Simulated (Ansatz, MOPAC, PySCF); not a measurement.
Torsion H3–O1–O2–H4 in H2O2 (SMILES OO); at each angle all else is relaxed with GFN2-xTB, and the levels are single points there.
Geometry at 120° (charge 0, multiplicity 1):
```xyz
4

O     -0.6519     0.3871     0.2734
O      0.6493     0.3796    -0.2761
H     -1.0838    -0.3720    -0.1431
H      0.7189     1.2374    -0.7184
```
Energies count from the point at 120°.

Cores are frozen in the correlated methods. CBS: X⁻³ extrapolation of the correlation energy, Hartree–Fock from the larger set. Rows in 6-31G* carry no dispersion term and start afresh at each structure (6-31G* with six Cartesian d functions). MP2/6-31G* freezes PySCF's default core. The state that AM1, PM3 reach isn't checked.

The values were computed with Ansatz (a quantum-chemistry and plane-wave program) with Gaussian orbitals; MOPAC for AM1, PM3 (differences of heats of formation); PySCF for 6-31G* rows. 

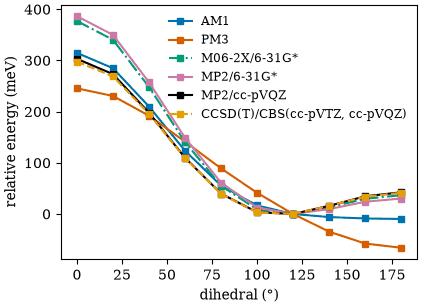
Relative energy along the coordinate

**Question.** Read off the PM3 curve at dihedral = 180.

**Answer.** about -66 meV
